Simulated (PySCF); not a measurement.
## Electronic structure of C5H9NO2Si in real space

```xyz
18

C    -2.8980   -1.8216   -0.4981
C    -1.5942   -1.6338   -0.6275
Si   -0.6283   -0.2247    0.1602
N    -0.9773    1.1724   -0.7767
C    -1.3785    2.3346   -0.5561
C     1.2386   -0.5065   -0.1827
O     1.7473   -1.5498   -0.5100
O     1.9363    0.6161    0.0203
C     3.3454    0.5555   -0.1818
H    -3.4142   -2.6504   -0.9585
H    -3.5135   -1.1482    0.0769
H    -1.0242   -2.3448   -1.2122
H    -0.8052   -0.1830    1.6219
H    -1.4951    3.0206   -1.3913
H    -1.6311    2.7325    0.4295
H     3.5694   -0.0356   -1.0716
H     3.8262    0.0927    0.6824
H     3.6876    1.5804   -0.3013
```

Geometry: GFN2-xTB.

Method: PySCF, PBE0/pcSseg-1, SCF density, gas phase, non-relativistic.

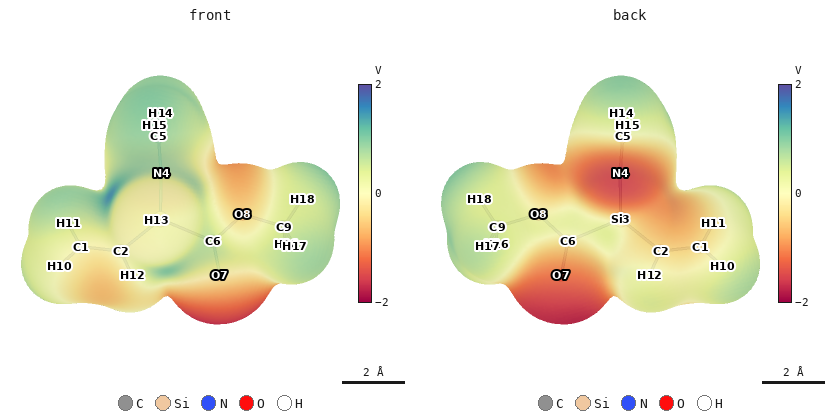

Figure 1. The molecular electrostatic potential painted on the density surface at 0.002 e/bohr³, seen from the front and from behind; red is negative and blue positive.

Question: Which sites attract a positive test charge, and which a negative one?

Answer: A positive charge is drawn to the negative regions and a negative charge to the positive ones. The most negative region (about −1.7 V, or −39 kcal/mol for a unit charge) lies over O7, the most positive (about +1.3 V, or +30 kcal/mol for a unit charge) over Si3. O7 is the likeliest acceptor of a hydrogen bond.

Question: How polar is the molecule by this calculation?

Answer: Its dipole moment is 2.84 D.

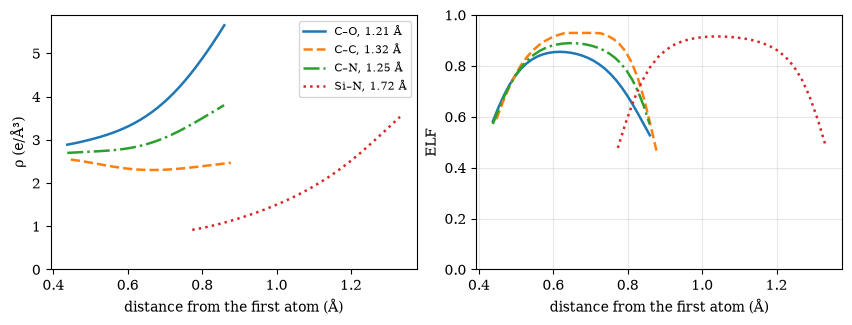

Figure 2. Total electron density and ELF along straight lines between neighbouring atoms. The curves leave out the atomic cores.

Question: What can be read from the curves?

Answer: C–O (1.21 Å): the density is about 3.3 e/Å³ at the midpoint; the ELF peaks at about 0.85 between the atoms (a multiple bond).
C–C (1.32 Å): ρ at the midpoint is about 2.3 e/Å³; the ELF peaks at about 0.95 between the atoms; a short, multiple covalent bond.
C–N (1.25 Å): the density is about 2.8 e/Å³ at the midpoint; the ELF peaks at about 0.90 between the atoms; a short, multiple covalent bond.
Si–N (1.72 Å): the density is about 1.1 e/Å³ at the midpoint; the ELF peaks at about 0.90 between the atoms: a polar covalent bond.
